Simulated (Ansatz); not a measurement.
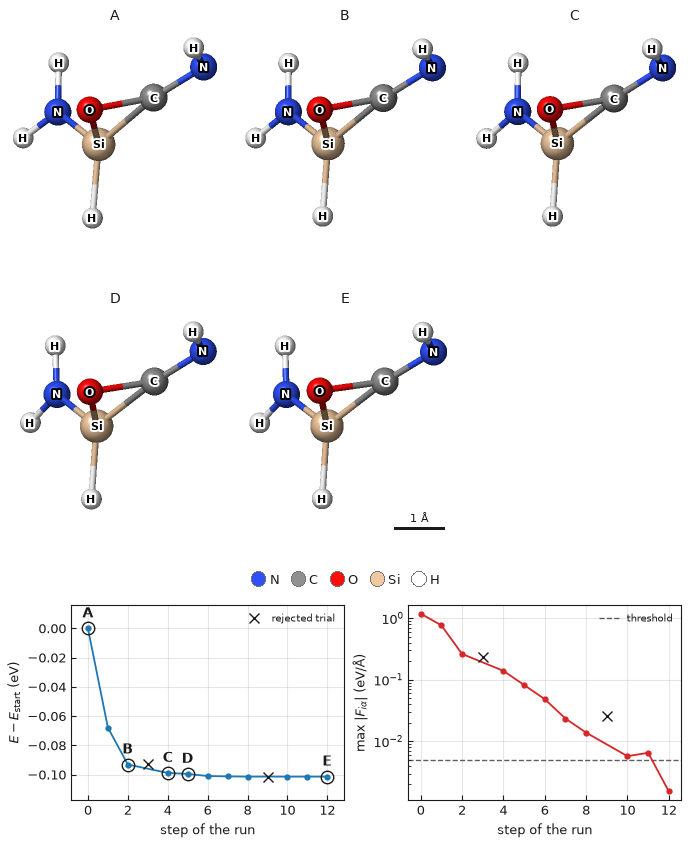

Frames of a relaxation of CH4N2OSi, marked on the history of the run. A ball-and-stick model, seen from a free direction.

The start comes from PBE-D4/def2-SVP.

Level of theory: RKS PBE0-D4/def2-TZVP (Ansatz 0.2.0). Set-up: force threshold 0.005 eV/Å; at most 150 steps.

Describe the path.

Answer. The largest move after the best rigid fit is that of an H atom, 0.14 Å. Largest moves by element: H 0.14 Å, O 0.07 Å, N 0.06 Å, Si 0.05 Å, C 0.05 Å. Among the contacts that change: O–Si 1.762 → 1.688 Å, C–Si 1.815 → 1.788 Å, N–Si 1.706 → 1.679 Å, H–Si 1.493 → 1.474 Å. Among the angles between lasting bonds that change: N–C–Si 162.0° → 166.5°, O–C–Si 64.8° → 62.3°, O–Si–H 114.5° → 116.7°. After 10 accepted moves (12 points after the start) the energy has fallen by 0.101 eV. The largest force component goes from 1.2 to 0.0015 eV/Å. The line search rejected the trial steps at points 3, 9 of the run. Cost: 62 s on 2 threads of Arm Neoverse V1, on a shared host. From step 0 to 2: an H atom moves most (0.05 Å), energy −0.093 eV. From step 2 to 4: an H atom moves most (0.02 Å), energy −0.006 eV. From step 4 to 5: an H atom moves most (0.10 Å), energy −0.001 eV. From step 5 to 12: the O atom moves most (0.03 Å), energy −0.002 eV.
